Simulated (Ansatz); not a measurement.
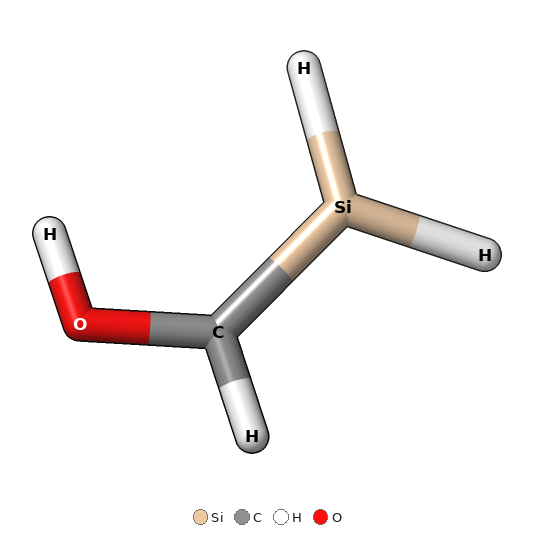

A stick model of a molecule.

The computed structure is the end point of a PBE0-D4/def2-TZVP optimisation.

> What is the molecular formula?

CH₄OSi, 7 atoms: 1 carbon, 4 hydrogen, 1 oxygen and 1 silicon.

> What is the point group of this geometry?

C1.

> How many sets of symmetry-equivalent atoms are there?

7: 1 Si, 1 C, 1 H, 1 O, 1 H, 1 H, 1 H.

> Count the bonded pairs by element.

2 Si–H, 1 C–Si, 1 C–H, 1 O–H, 1 C–O. Sticks follow a distance rule.

More results for the same structure follow; atom numbers are the same in all pictures, views and colours differ.

**Shape**

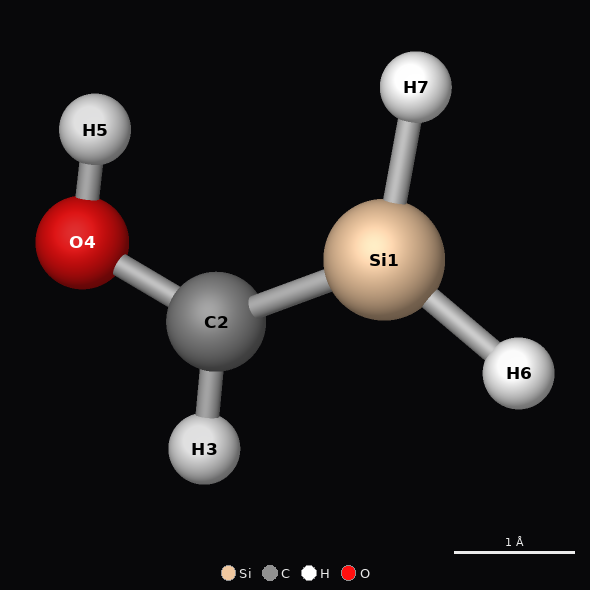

Numbered structure.

List the bonds and their lengths.

| bond | length (Å) |
| --- | --- |
| Si1–C2 | 1.734 |
| Si1–H6 | 1.473 |
| Si1–H7 | 1.480 |
| C2–H3 | 1.088 |
| C2–O4 | 1.353 |
| O4–H5 | 0.962 |

**Vibrations**

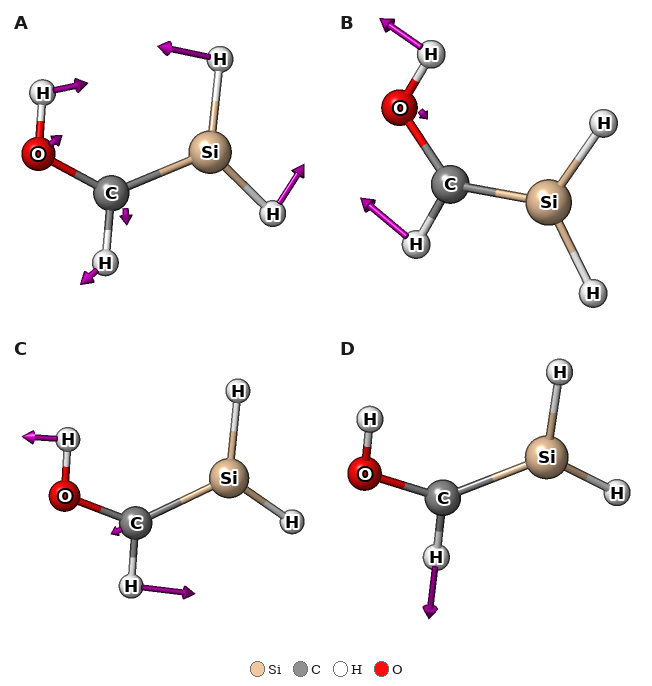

4 normal modes of one molecule or complex, as arrows. Harmonic vibrations computed with RKS PBE0-D4/def2-TZVP (Ansatz 0.2.0) at a stationary point of the same level.

> Match the panels to the wavenumbers 276 cm⁻¹, 1180 cm⁻¹, 1447 cm⁻¹, 3162 cm⁻¹.

A: 276 cm⁻¹, angle bending
B: 1180 cm⁻¹
C: 1447 cm⁻¹
D: 3162 cm⁻¹, C–H stretching

**Dipole moment**

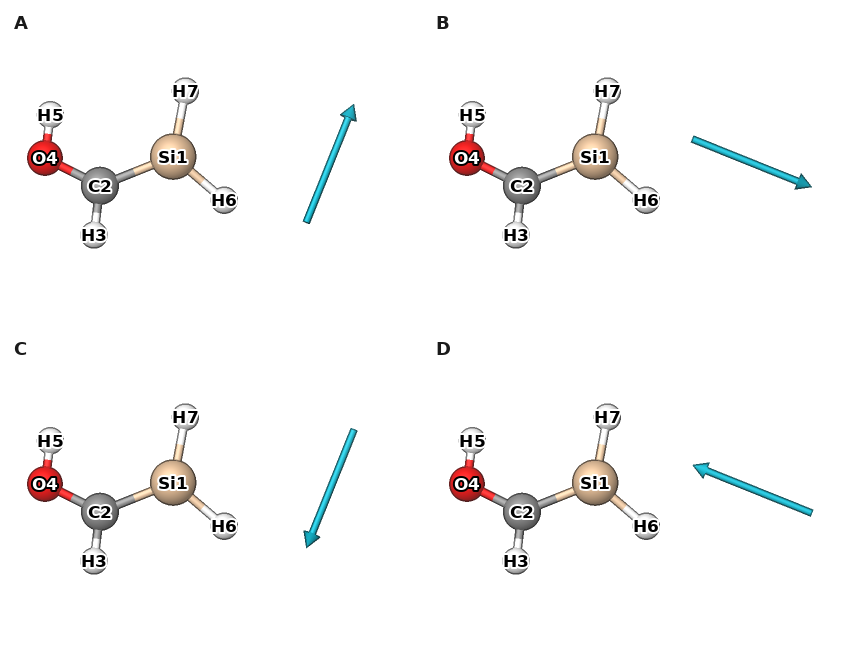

The same molecule four times, each with an arrow. Properties computed with RKS PBE0-D4/def2-TZVP (Ansatz 0.2.0).

> Which arrow points along the dipole moment, from the negative to the positive end?

A. The dipole moment is 1.13 D; it points from the side of H3 to the side of H7 (the outermost atoms at the two ends).

**Thermal motion**

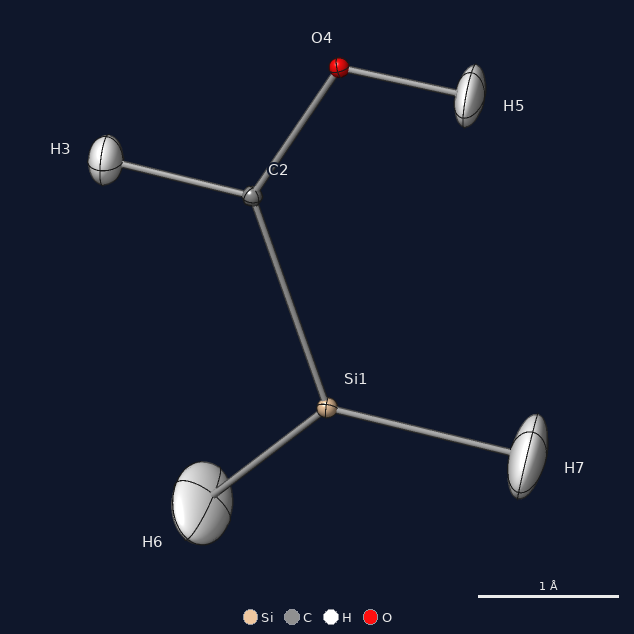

Displacement ellipsoids at the 50 % level, from the internal vibrations of the free molecule (harmonic, no overall translation or rotation; no half-axis is drawn under 0.075 Å). Vibrations computed with RKS PBE0-D4/def2-TZVP (Ansatz 0.2.0). Temperature: 0 K (zero-point motion alone).

> Which atom moves most?

H6, with U_eq = 0.0328 Å².

> Does H6 move more along its bond or across it?

Across it: the root-mean-square amplitude is 0.086 Å along the bond and up to 0.256 Å across, since bending and torsion are softer than stretching.

List U_eq and the three principal root-mean-square amplitudes for each kind of atom.

```json
{"atom": "Si1", "U_eq (Å²)": "0.00041", "rms amplitudes (Å)": "0.011, 0.022, 0.025"}
{"atom": "C2", "U_eq (Å²)": "0.0015", "rms amplitudes (Å)": "0.030, 0.041, 0.044"}
{"atom": "H3", "U_eq (Å²)": "0.0121", "rms amplitudes (Å)": "0.080, 0.118, 0.126"}
{"atom": "O4", "U_eq (Å²)": "0.00075", "rms amplitudes (Å)": "0.019, 0.021, 0.038"}
{"atom": "H5", "U_eq (Å²)": "0.0186", "rms amplitudes (Å)": "0.067, 0.130, 0.185"}
{"atom": "H6", "U_eq (Å²)": "0.0328", "rms amplitudes (Å)": "0.086, 0.159, 0.256"}
{"atom": "H7", "U_eq (Å²)": "0.0300", "rms amplitudes (Å)": "0.085, 0.167, 0.234"}
```
